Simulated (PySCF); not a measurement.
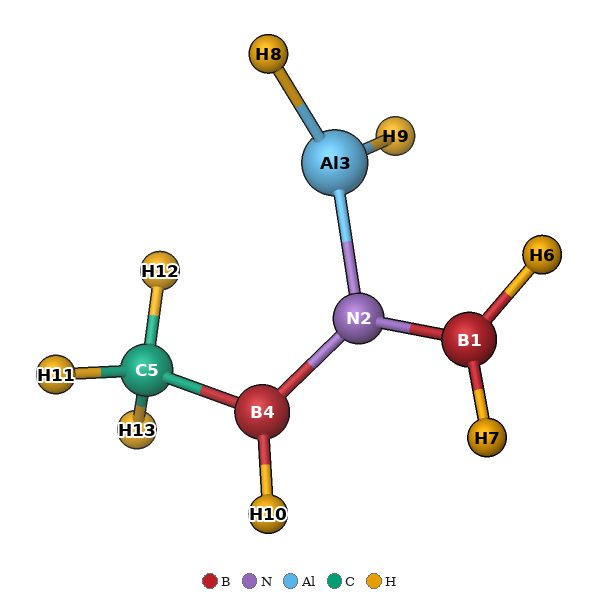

Computed geometry: GFN2-xTB optimisation. No frequency run is at hand to confirm it as a minimum. Properties computed with delta-SCF UKS SCAN, pcX-2 on the ionised atom, pcseg-1 elsewhere, spin-free X2C (PySCF 2.14.0).

Give the core-electron binding energies (to vacuum; p and d levels without spin–orbit splitting) of B1 1s, N2 1s, Al3 1s, Al3 2p, B4 1s, C5 1s.

| atom | level | binding energy (eV) |
| --- | --- | --- |
| B1 | 1s | 195.7 |
| N2 | 1s | 403.9 |
| Al3 | 1s | 1567.2 |
| Al3 | 2p | 80.8 |
| B4 | 1s | 195.8 |
| C5 | 1s | 290.6 |

The geometry is semi-empirical. Around Al, B such bond lengths and angles can be off by a tenth of an ångström or more and by several degrees, and values that hang on the shape move with them.
